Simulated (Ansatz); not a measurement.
# C2H8OSSi: the cost of one run

Program: Ansatz 0.2.0, Gaussian basis. Level of theory: functionals in def2-TZVPP, the program's frozen cores in correlated methods. These are calculated values, not measurements.

Levels to be run: PBE-D4, r2SCAN-D4, PBE0-D4, B3LYP-D4, ωB97X-V, ωB97M-V, B2PLYP; CCSD(T)/def2-TZVPP; MP2/def2-QZVPP; extrapolation to the limit.

### Step 1. The geometry

An earlier PBE0-D4 in a triple-zeta def2 set relaxation fixed the geometry.

SMILES `C[SiH](S)CO`, 13 atoms, charge 0, spin multiplicity 1.

Atoms are counted from 1 here; the program's logs count them from 0.

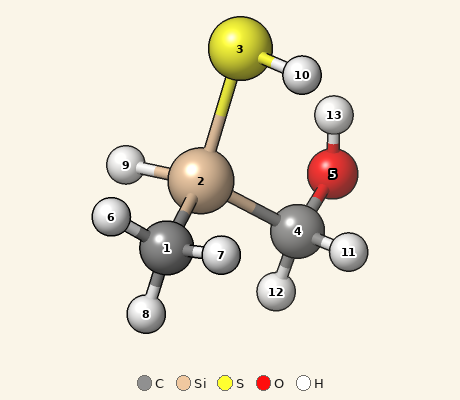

The geometry (carbon grey, silicon light orange, sulfur yellow, oxygen red, hydrogen white); atoms are numbered from 1 in the order of the file.

### Step 2. PBE-D4 (GGA)

The input, in.yaml:

```yaml
crystal:
  periodic: [false, false, false]
  atoms:
    - {symbol: C, position_ang: [-1.508969, 0.270069, 1.087854]}
    - {symbol: Si, position_ang: [-0.252316, 0.523171, -0.265799]}
    - {symbol: S, position_ang: [1.381870, 1.784697, 0.351978]}
    - {symbol: C, position_ang: [0.515393, -1.102556, -0.841482]}
    - {symbol: O, position_ang: [1.616120, -0.897342, -1.706629]}
    - {symbol: H, position_ang: [-1.927364, 1.225273, 1.410603]}
    - {symbol: H, position_ang: [-1.057913, -0.216298, 1.956181]}
    - {symbol: H, position_ang: [-2.328830, -0.361445, 0.733976]}
    - {symbol: H, position_ang: [-0.822928, 1.269585, -1.416621]}
    - {symbol: H, position_ang: [1.703647, 1.032205, 1.419160]}
    - {symbol: H, position_ang: [0.795593, -1.712472, 0.032582]}
    - {symbol: H, position_ang: [-0.228713, -1.684380, -1.395849]}
    - {symbol: H, position_ang: [2.134910, -0.165406, -1.351254]}
basis:
  gaussian: {orbitals: def2-TZVPP}
hamiltonian: {xc: pbe, dispersion: d4}
output: {forces: true, orbitals: {seedname: orbitals}}
```

Run with:

```bash
> ansatz run in.yaml --threads 4 --pin off --events-out ev --progress --plain --max-ram 10444MiB
```

Q: Estimate wall time and peak memory on 4 threads of Arm Neoverse V1, shared host.

About 3.3 s, with a peak of 0.43 GiB.
